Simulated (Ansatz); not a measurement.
# twin(10-11) boundary in hcp Ru: structure and resistance

Wanted: what the twin(10-11) boundary in hcp Ru costs an interconnect.

Calculated with Ansatz 0.2.0; Ansatz plane-wave DFT, PBE, PAW files; relaxation of a bicrystal slab with its lowest layers held; PAW set soft_1, in the first sound run; inputs show where later runs differ.

## 1. The starting structure

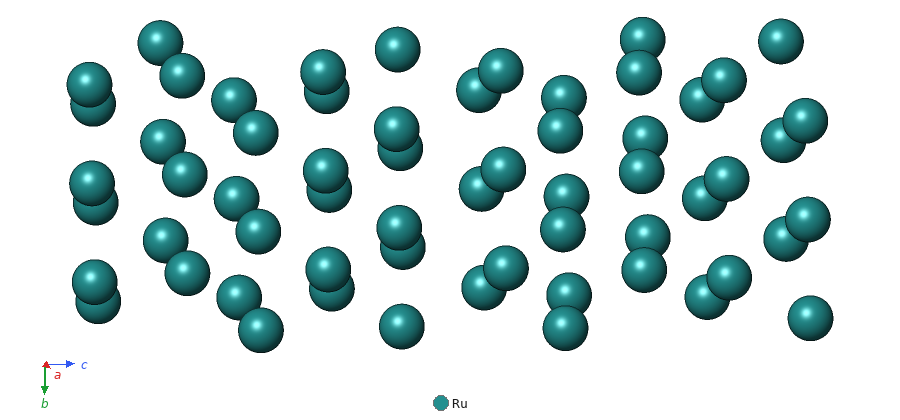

Start, viewed from the side, with the c axis across the page; ruthenium teal. 1×3×1 cells are drawn.

The cell holds 20 atoms: 20 Ru. Cell: a = 5.065 Å, b = 2.706 Å, c = 30.186 Å, α = 90.0°, β = 90.0°, γ = 74.5°. It derives from Ru. built on the (1 0 1) plane; 2 overlapping atoms removed and the grains opened by 0 Å. Vacuum lies along c.

## 2. Relaxing the bicrystal

The boundary is built by mirroring the lower grain in the boundary plane and removing any atoms that overlap. A thin bicrystal slab is relaxed first, with the lowest layers held and the upper grain free to shift and open.

input.yaml

```yaml
crystal:
  lattice:
    - [5.0651773167, 0.0, 0.0]
    - [0.7227144463, 2.6074963987, 0.0]
    - [0.0, 0.0, 30.1856688041]
  atoms:
    - { symbol: Ru, position: [0.671864908, 0.4557342127, 0.1656415179] }
    - { symbol: Ru, position: [0.1334538702, 0.7249397315, 0.1769913154] }
    - { symbol: Ru, position: [0.441398681, 0.0709673262, 0.233740303] }
    - { symbol: Ru, position: [0.9029876432, 0.340172845, 0.2450901005] }
    - { symbol: Ru, position: [0.210932454, 0.6862004397, 0.301839088] }
    - { symbol: Ru, position: [0.6725214162, 0.9554059585, 0.3131888855] }
    - { symbol: Ru, position: [0.980466227, 0.3014335532, 0.3699378731] }
    - { symbol: Ru, position: [0.4420551892, 0.570639072, 0.3812876706] }
    - { symbol: Ru, position: [0.75, 0.9166666667, 0.4380366582] }
    - { symbol: Ru, position: [0.2115889622, 0.1858721855, 0.4493864557] }
    - { symbol: Ru, position: [0.4420551892, 0.570639072, 0.5174852407] }
    - { symbol: Ru, position: [0.980466227, 0.3014335532, 0.5288350382] }
    - { symbol: Ru, position: [0.6725214162, 0.9554059585, 0.5855840258] }
    - { symbol: Ru, position: [0.210932454, 0.6862004397, 0.5969338233] }
    - { symbol: Ru, position: [0.9029876432, 0.340172845, 0.6536828109] }
    - { symbol: Ru, position: [0.441398681, 0.0709673262, 0.6650326084] }
    - { symbol: Ru, position: [0.1334538702, 0.7249397315, 0.7217815959] }
    - { symbol: Ru, position: [0.671864908, 0.4557342127, 0.7331313934] }
    - { symbol: Ru, position: [0.3639200972, 0.109706618, 0.789880381] }
    - { symbol: Ru, position: [0.902331135, 0.8405010992, 0.8012301785] }
kpoints:
  mp_grid: { grid: [9, 9, 1] }
hamiltonian:
  xc: pbe
  pseudopotentials: { kind: paw, azcp: { folder: soft_1 } }
scf:
  occupations: { method: fermi_dirac, width: 0.1 }
relax:
  f_tol: 0.03
  max_steps: 80
  constraints: [{ sites: [0, 1, 2, 3] }]
```

On the command line:

```
$ ansatz run input.yaml --threads 4 --pin off --max-ram 15360MiB --backend cpu --events-out ev --progress --plain --runs-dir out
```

Numbers of over 12 decimals in the logs are rounded to 6 here.

The log of the run:

```text
Engine: ansatz 0.2.0, aarch64-unknown-linux-gnu
Pseudopotentials: kind: paw
Pseudopotential: Ru, paw, valence charge 16, recommended cutoff 420 eV (normal), soft_1/Ru.paw.azcp
Functional definition: PBE
  parameter kappa = 0.804
  parameter beta = 0.066725
  exchange = pbe_x(kappa = kappa, mu = beta*pi^2/3)
  correlation = pbe_c(beta = beta)
Crystal: 20 atoms, lattice volume = 398.675 Å³
Basis set: ecut = 420 eV, 7873 PW (Γ), exchange–correlation on 72×40×432 points (8 copies of the dense FFT grid, shifted against one another)
Bands: 192, of which v1, the nominal top of the filled ones, is band 160 counted from 1 (159 counted from 0)
Symmetry: 2 space group operations
Space group: Cm (ITA 8), of the structure as read, at distance tolerance 7.4e-5 Å
k-points: 25 of 81 (time reversal used)
Non-local potential: Ru, projectors of the file, l = 0: 3, l = 1: 2, l = 2: 2, l = 3: 1
PAW form: soft (Blöchl's): semilocal exchange-correlation on the pseudo side does not see the compensation charge
PAW one-centre angular grid: Ru, 590 points (default); XC on 64 Gauss nodes
Initial density: superposition of atomic densities (neutral atoms: chi_scale 0, normalization atom)
Initial wavefunctions: pseudopotential atomic-orbital guess
Functional: x = pbe(κ = 0.804, μ = 0.219515), c = pbe(β = 0.066725)
SCF iter   1: F=—  HF=-117581.741582 eV  |F-HF|=—  |Δ(HF+E_count)|=         —  Δρ=9.79e-2  dr2=6.76e1  ethr=3.10e-3  ⟨swp⟩=7.4  Hψ=18306  notcnv=0  defer=5
preconditioner: auto → LDOS  [metal: Δε(μ)=0.016 eV  Ē_g=4.972 eV  σ=0.100 eV  W_gap=0.04  n_scr=124 (ndim 8)  ℏωp=23.5 eV  f_vac=0.271  D(μ)=18.58/eV (n_scr^D=162)  β→1.0]
SCF iter   2: F=—  HF=-117583.794934 eV  |F-HF|=—  |Δ(HF+E_count)|=    2.05e0  Δρ=1.05e-1  dr2=5.28e1  ethr=3.10e-3  ⟨swp⟩=3.9  Hψ=13295  notcnv=0  defer=21
SCF iter   3: F=—  HF=-117569.137000 eV  |F-HF|=—  |Δ(HF+E_count)|=    1.47e1  Δρ=6.50e-3  dr2=1.76e-1  ethr=3.10e-3  ⟨swp⟩=3.0  Hψ=11625  notcnv=0  defer=35
SCF iter   4: F=—  HF=-117569.098641 eV  |F-HF|=—  |Δ(HF+E_count)|=   3.84e-2  Δρ=3.05e-3  dr2=8.16e-2  ethr=5.50e-5  ⟨swp⟩=3.2  Hψ=11462  notcnv=0  defer=35
SCF iter   5: F=—  HF=-117569.081242 eV  |F-HF|=—  |Δ(HF+E_count)|=   1.74e-2  Δρ=9.07e-4  dr2=4.26e-3  ethr=2.55e-5  ⟨swp⟩=2.1  Hψ=7091  notcnv=0  defer=35
SCF iter   6: F=—  HF=-117569.083466 eV  |F-HF|=—  |Δ(HF+E_count)|=   2.22e-3  Δρ=3.22e-4  dr2=6.96e-4  ethr=1.33e-6  ⟨swp⟩=3.2  Hψ=10238  notcnv=0  defer=35
SCF iter   7: F=—  HF=-117569.083568 eV  |F-HF|=—  |Δ(HF+E_count)|=   1.02e-4  Δρ=1.19e-4  dr2=1.51e-4  ethr=2.18e-7  ⟨swp⟩=2.0  Hψ=6888  notcnv=0  defer=35
SCF iter   8: F=-117569.083562 eV  HF=-117569.083564 eV  |F-HF|=1.36e-6  |Δ(HF+E_count)|=   4.58e-6  Δρ=4.56e-5  dr2=1.44e-5  ethr=7.03e-9  ⟨swp⟩=3.8  Hψ=19099  notcnv=0
SCF 1 converged in 8 iterations: F = -117569.083562 eV  dr2 = 1.44e-5
  greatest PAW one-centre occupation: 1.000 electrons in one spin orbital (limit 2), on the Ru atom at site 12 (counted from 0), in its partial waves of l = 0
relax step   1: F+E_penalty+E_count = -117569.08356231 eV  Δ(F+E_penalty+E_count) = +0.000e0 eV  max|allowed force component| = 1.392e0 eV/Å  Δτ_max = 0.0000 Å  (8 SCF iters, dr2 threshold 2.25e-5 eV, accepted)
Initial density: handed on by an earlier stage of this run
Initial wavefunctions: those handed on with the density
iter 1 solved again at ethr=3.90e-4 eV; its pass at ethr=3.10e-3 eV (dr2=1.25e0 eV) is discarded
SCF iter   1: F=—  HF=-117569.577922 eV  |F-HF|=—  |Δ(HF+E_count)|=         —  Δρ=1.01e-2  dr2=1.25e0  ethr=3.90e-4  ⟨swp⟩=1.2  Hψ=17255  notcnv=0  defer=20
preconditioner: auto → LDOS  [metal: Δε(μ)=0.028 eV  Ē_g=4.557 eV  σ=0.100 eV  W_gap=0.07  n_scr=124 (ndim 8)  ℏωp=23.5 eV  f_vac=0.273  D(μ)=20.87/eV (n_scr^D=212)  β→1.0]
SCF iter   2: F=—  HF=-117569.538055 eV  |F-HF|=—  |Δ(HF+E_count)|=   3.99e-2  Δρ=4.86e-3  dr2=1.55e-1  ethr=3.90e-4  ⟨swp⟩=2.0  Hψ=7430  notcnv=0  defer=20
SCF iter   3: F=—  HF=-117569.516485 eV  |F-HF|=—  |Δ(HF+E_count)|=   2.16e-2  Δρ=2.47e-3  dr2=5.52e-2  ethr=4.85e-5  ⟨swp⟩=3.0  Hψ=10823  notcnv=0  defer=20
SCF iter   4: F=—  HF=-117569.503457 eV  |F-HF|=—  |Δ(HF+E_count)|=   1.30e-2  Δρ=3.96e-4  dr2=8.88e-4  ethr=1.72e-5  ⟨swp⟩=2.2  Hψ=7080  notcnv=0  defer=22
SCF iter   5: F=—  HF=-117569.503401 eV  |F-HF|=—  |Δ(HF+E_count)|=   5.55e-5  Δρ=1.26e-4  dr2=8.02e-5  ethr=3.13e-8  ⟨swp⟩=3.5  Hψ=21846  notcnv=0
SCF iter   6: F=-117569.503407 eV  HF=-117569.503411 eV  |F-HF|=4.06e-6  |Δ(HF+E_count)|=   9.69e-6  Δρ=4.79e-5  dr2=1.09e-5  ethr=2.50e-8  ⟨swp⟩=4.0  Hψ=13407  notcnv=0
SCF 2 converged in 6 iterations: F = -117569.503407 eV  dr2 = 1.09e-5
  greatest PAW one-centre occupation: 1.000 electrons in one spin orbital (limit 2), on the Ru atom at site 9 (counted from 0), in its partial waves of l = 0
relax step   2: F+E_penalty+E_count = -117569.50340709 eV  Δ(F+E_penalty+E_count) = -4.198e-1 eV  max|allowed force component| = 6.521e-1 eV/Å  Δτ_max = 0.1949 Å  (6 SCF iters, dr2 threshold 1.00e-4 eV, accepted)
SCF iter   1: F=—  HF=-117570.001705 eV  |F-HF|=—  |Δ(HF+E_count)|=         —  Δρ=2.23e-2  dr2=1.78e1  ethr=3.10e-3  ⟨swp⟩=5.9  Hψ=13097  notcnv=0  defer=5
preconditioner: auto → LDOS  [metal: Δε(μ)=0.009 eV  Ē_g=4.618 eV  σ=0.100 eV  W_gap=0.02  n_scr=124 (ndim 8)  ℏωp=23.5 eV  f_vac=0.279  D(μ)=20.55/eV (n_scr^D=208)  β→1.0]
SCF iter   2: F=—  HF=-117569.766589 eV  |F-HF|=—  |Δ(HF+E_count)|=   2.35e-1  Δρ=1.05e-2  dr2=7.23e-1  ethr=3.10e-3  ⟨swp⟩=2.0  Hψ=6857  notcnv=0  defer=22
SCF iter   3: F=—  HF=-117569.683709 eV  |F-HF|=—  |Δ(HF+E_count)|=   8.29e-2  Δρ=6.92e-3  dr2=3.71e-1  ethr=2.26e-4  ⟨swp⟩=3.0  Hψ=10985  notcnv=0  defer=22
SCF iter   4: F=—  HF=-117569.614399 eV  |F-HF|=—  |Δ(HF+E_count)|=   6.93e-2  Δρ=9.31e-4  dr2=8.70e-3  ethr=1.16e-4  ⟨swp⟩=2.2  Hψ=8831  notcnv=0  defer=22
SCF iter   5: F=—  HF=-117569.613146 eV  |F-HF|=—  |Δ(HF+E_count)|=   1.25e-3  Δρ=2.59e-4  dr2=1.24e-3  ethr=2.72e-6  ⟨swp⟩=3.0  Hψ=9304  notcnv=0  defer=22
SCF iter   6: F=—  HF=-117569.613245 eV  |F-HF|=—  |Δ(HF+E_count)|=   9.88e-5  Δρ=1.01e-4  dr2=7.48e-5  ethr=3.88e-7  ⟨swp⟩=1.5  Hψ=4826  notcnv=0  defer=22
SCF iter   7: F=-117569.613274 eV  HF=-117569.613280 eV  |F-HF|=6.58e-6  |Δ(HF+E_count)|=   3.53e-5  Δρ=2.90e-5  dr2=9.70e-6  ethr=8.31e-9  ⟨swp⟩=5.4  Hψ=17084  notcnv=0
SCF 3 converged in 7 iterations: F = -117569.613274 eV  dr2 = 9.70e-6
relax step   3: F+E_penalty+E_count = -117569.61327354 eV  Δ(F+E_penalty+E_count) = -1.099e-1 eV  max|allowed force component| = 3.027e-1 eV/Å  Δτ_max = 0.1975 Å  (7 SCF iters, dr2 threshold 2.66e-5 eV, accepted)
[...]
relax step   4: F+E_penalty+E_count = -117569.62587782 eV  Δ(F+E_penalty+E_count) = -1.260e-2 eV  max|allowed force component| = 1.111e-1 eV/Å  Δτ_max = 0.0470 Å  (6 SCF iters, dr2 threshold 1.97e-5 eV, accepted)
[...]
relax step   5: F+E_penalty+E_count = -117569.62785926 eV  Δ(F+E_penalty+E_count) = -1.981e-3 eV  max|allowed force component| = 2.327e-2 eV/Å  Δτ_max = 0.0137 Å  (5 SCF iters, dr2 threshold 1.66e-6 eV, accepted)
iter 1 solved again at ethr=1.60e-10 eV; its pass at ethr=3.10e-3 eV (dr2=5.12e-7 eV) is discarded
SCF iter   1: F=—  HF=-117569.627865 eV  |F-HF|=—  |Δ(HF+E_count)|=         —  Δρ=1.05e-5  dr2=5.12e-7  ethr=1.60e-10  ⟨swp⟩=2.5  Hψ=11540  notcnv=0  defer=23
preconditioner: auto → LDOS  [metal: Δε(μ)=0.016 eV  Ē_g=4.600 eV  σ=0.100 eV  W_gap=0.04  n_scr=124 (ndim 8)  ℏωp=23.5 eV  f_vac=0.279  D(μ)=20.36/eV (n_scr^D=192)  β→1.0]
SCF iter   2: F=—  HF=-117569.627860 eV  |F-HF|=—  |Δ(HF+E_count)|=   5.77e-6  Δρ=6.21e-6  dr2=3.07e-7  ethr=1.60e-10  ⟨swp⟩=2.8  Hψ=9825  notcnv=0  defer=23
SCF iter   3: F=-117569.627860 eV  HF=-117569.627860 eV  |F-HF|=2.99e-8  |Δ(HF+E_count)|=   6.35e-8  Δρ=2.63e-6  dr2=6.62e-8  ethr=3.13e-11  ⟨swp⟩=3.2  Hψ=20537  notcnv=0
SCF 6 converged in 3 iterations: F = -117569.627860 eV  dr2 = 6.62e-8
relax step   6: F+E_penalty+E_count = -117569.62785954 eV  Δ(F+E_penalty+E_count) = -2.819e-7 eV  max|allowed force component| = 2.332e-2 eV/Å  Δτ_max = 0.0000 Å  (3 SCF iters, accepted)
SCF converged after 3 iterations
Free energy (F): -117569.627860 eV
Harris-Foulkes:  -117569.627860 eV  (|F-HF|=2.99e-8)
Internal energy: -117568.958694 eV  (E = F + TS)
E sigma→0 (E₀):  -117569.293277 eV
Entropy (-TS):   -0.669165 eV (-33.458 meV/atom)
Fermi energy:    14.361196 eV
--- Per-component energies (eV) ---
  E_band       = -3962.978193
  E_kinetic    = 9189.264140
  E_local      = -372632.343274  (includes V_loc(G=0)·N_el)
  E_nonlocal   = 8260.282121
  E_hartree    = 180615.972086
  E_xc         = -3391.751700
  E_vxc        = -4288.274626  (∫ρ·V_xc dr)
  E_paw        = -70032.216784  (= ΣΔE_a)
  E_vpaw       = -5723.845653  (= ΣTr[D̂ρ^β])
  E_aug_tail   = 0.012684  (compensation charges beyond the density's cutoff)
  E_ewald      = 130421.822033
  E_smearing   = -0.669165  (= −TS)
  E_closure    = -0.000000  (closes the sum)
  Σ components = -117569.627860   (vs F -117569.627860, Δ=0.00e0)
--- Forces (eV/Å), atoms counted from 1 ---
  atom   1  Ru     0.14103319    -0.03908988     0.90394505
  atom   2  Ru    -0.16260136     0.04506789     0.25501024
  atom   3  Ru     0.18928046    -0.05246248    -0.43693788
  atom   4  Ru    -0.16693411     0.04626879    -0.72556026
  atom   5  Ru    -0.00318821     0.00088367    -0.00110025
  atom   6  Ru     0.00044012    -0.00012199    -0.00287646
  atom   7  Ru     0.00797892    -0.00221150     0.00035204
  atom   8  Ru    -0.00053331     0.00014782     0.00540180
  atom   9  Ru    -0.00508162     0.00140846     0.00206936
  atom  10  Ru     0.00349674    -0.00096918     0.00592722
  atom  11  Ru    -0.00215309     0.00059677     0.00472425
  atom  12  Ru    -0.00135984     0.00037691    -0.00536526
  atom  13  Ru    -0.00431013     0.00119463    -0.00547204
  atom  14  Ru     0.00097812    -0.00027110    -0.00173256
  atom  15  Ru     0.00523791    -0.00145178     0.00387162
  atom  16  Ru     0.00025437    -0.00007050     0.00195475
  atom  17  Ru     0.01020782    -0.00282928    -0.01867970
  atom  18  Ru    -0.00097517     0.00027029     0.00065039
  atom  19  Ru    -0.00575169     0.00159418    -0.00949844
  atom  20  Ru    -0.00601291     0.00166658     0.02332276
  max |Σ_I F_I| component: 6.62e-6 eV/Å
--- Relaxed structure (6 steps of the walk, 6 accepted, 0 SCFs on fresh bases) ---
  F+E_penalty+E_count = -117569.62785954 eV   max|allowed force component| = 2.332e-2 eV/Å
  atoms:
    - { symbol: Ru, position: [0.671864908, 0.455734, 0.165642] }
    - { symbol: Ru, position: [0.133454, 0.724940, 0.176991] }
    - { symbol: Ru, position: [0.441399, 0.070967, 0.233740] }
    - { symbol: Ru, position: [0.9029876432, 0.340173, 0.245090] }
    - { symbol: Ru, position: [0.209155, 0.687089, 0.303040] }
    - { symbol: Ru, position: [0.671079, 0.956127, 0.313675] }
    - { symbol: Ru, position: [0.977223, 0.303055, 0.370433] }
    - { symbol: Ru, position: [0.447529, 0.567902, 0.383654] }
    - { symbol: Ru, position: [0.742149, 0.920592, 0.446791] }
    - { symbol: Ru, position: [0.202517, 0.190408, 0.446602] }
    - { symbol: Ru, position: [0.447409, 0.567962, 0.509803] }
    - { symbol: Ru, position: [0.976955, 0.303189, 0.522718] }
    - { symbol: Ru, position: [0.670727, 0.956303, 0.579606] }
    - { symbol: Ru, position: [0.208517, 0.687408, 0.590469] }
    - { symbol: Ru, position: [0.901858, 0.340738, 0.647684] }
    - { symbol: Ru, position: [0.440130, 0.071601, 0.659227] }
    - { symbol: Ru, position: [0.134863, 0.724235, 0.717599] }
    - { symbol: Ru, position: [0.675049, 0.454142, 0.728279] }
    - { symbol: Ru, position: [0.361164, 0.111085, 0.783929] }
    - { symbol: Ru, position: [0.905373, 0.838980, 0.793354] }
```

Run time: 4.3 min. Hardware: 4 threads of Arm Neoverse V2, shared host; peak memory 2.4 GiB.

Relaxation path:

```csv
step,energy less that of the first step (eV),largest force component (eV/Å)
1,0.0000,1.3918
2,-0.4198,0.6521
3,-0.5297,0.3027
4,-0.5423,0.1111
5,-0.5443,0.0233
6,-0.5443,0.0233
```

Forces are held to the 2 operations that the run works with; a distortion that breaks them can't arise in this run.

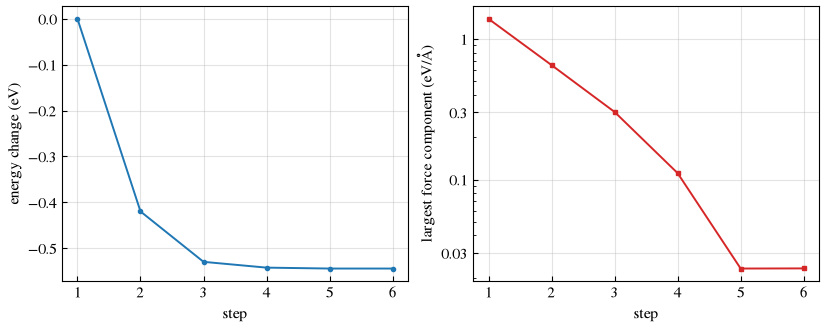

Energy and largest force along the relaxation.

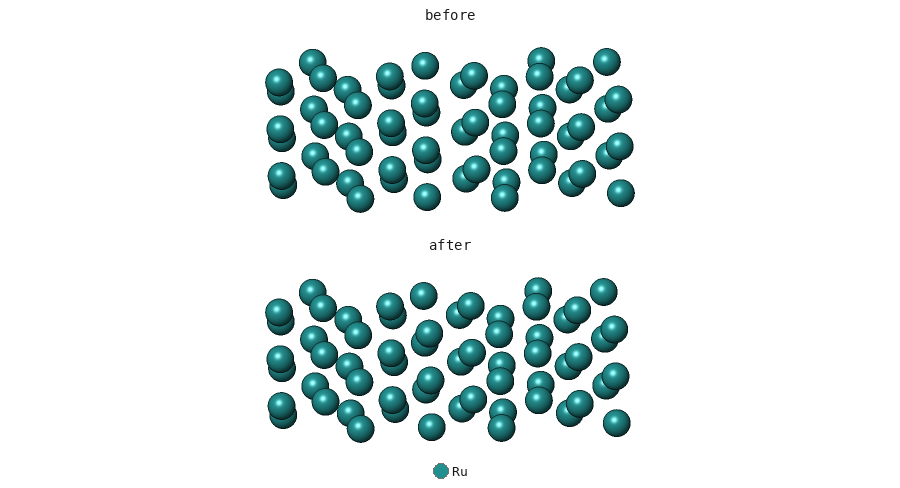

Before and after, at one scale.

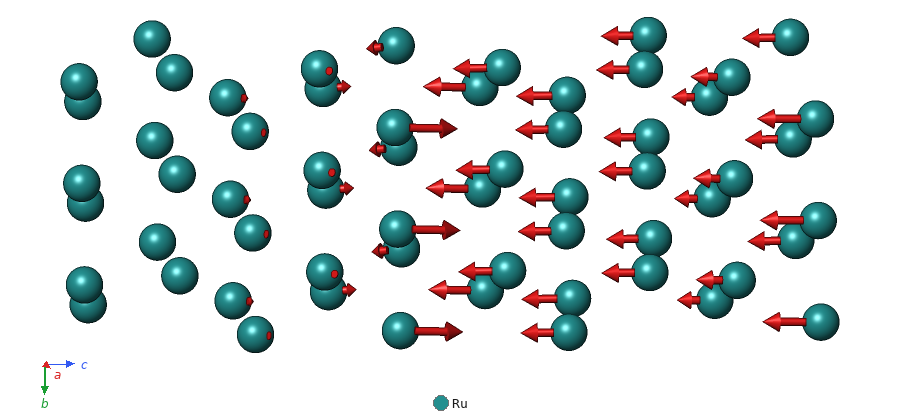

Displacements in the relaxation, exaggerated; the longest in the cell stands for 0.27 Å. 1×3×1 cells are drawn.

The atoms that moved most (Å):

```csv
atom,dx,dy,dz,length
Ru9,-0.037,0.010,0.264,0.267
Ru20,0.014,-0.004,-0.238,0.238
Ru11,0.025,-0.007,-0.232,0.233
Ru14,-0.011,0.003,-0.195,0.196
Ru12,-0.017,0.005,-0.185,0.185
Ru15,-0.005,0.001,-0.181,0.181
Ru13,-0.008,0.002,-0.180,0.181
Ru19,-0.013,0.004,-0.180,0.180
```

The relaxed structure:

```cif
data_structure
_symmetry_space_group_name_H-M 'P 1'
_symmetry_Int_Tables_number 1
_cell_length_a 5.0652
_cell_length_b 2.7058
_cell_length_c 30.1857
_cell_angle_alpha 90.000
_cell_angle_beta 90.000
_cell_angle_gamma 74.508
_cell_volume 398.68
loop_
_atom_site_label
_atom_site_type_symbol
_atom_site_fract_x
_atom_site_fract_y
_atom_site_fract_z
_atom_site_occupancy
Ru1 Ru 0.67186 0.45573 0.16564 1
Ru2 Ru 0.13345 0.72494 0.17699 1
Ru3 Ru 0.44140 0.07097 0.23374 1
Ru4 Ru 0.90299 0.34017 0.24509 1
Ru5 Ru 0.20916 0.68709 0.30304 1
Ru6 Ru 0.67108 0.95613 0.31368 1
Ru7 Ru 0.97722 0.30305 0.37043 1
Ru8 Ru 0.44753 0.56790 0.38365 1
Ru9 Ru 0.74215 0.92059 0.44679 1
Ru10 Ru 0.20252 0.19041 0.44660 1
Ru11 Ru 0.44741 0.56796 0.50980 1
Ru12 Ru 0.97695 0.30319 0.52272 1
Ru13 Ru 0.67073 0.95630 0.57961 1
Ru14 Ru 0.20852 0.68741 0.59047 1
Ru15 Ru 0.90186 0.34074 0.64768 1
Ru16 Ru 0.44013 0.07160 0.65923 1
Ru17 Ru 0.13486 0.72424 0.71760 1
Ru18 Ru 0.67505 0.45414 0.72828 1
Ru19 Ru 0.36116 0.11108 0.78393 1
Ru20 Ru 0.90537 0.83898 0.79335 1
```

This step gave:

```yaml
free_energy: -117569.6279 eV
energy_at_zero_smearing: -117569.2933 eV
fermi_energy: 14.36 eV
```

The largest force component on a free atom ends at 0.023 eV/Å, under the tolerance of 0.03, after 6 steps.

(Part 1 of 2 ends here.)

[Logs are printed without paths, hosts, clocks, repeated set-up lines and the standing remarks that a program may print on its own settings, such as how far it seeks lower states.]

[Hosts, paths, dates, database ids (printed as entryN), source tags and the programs' standing remarks are cut or masked in the printed files.]
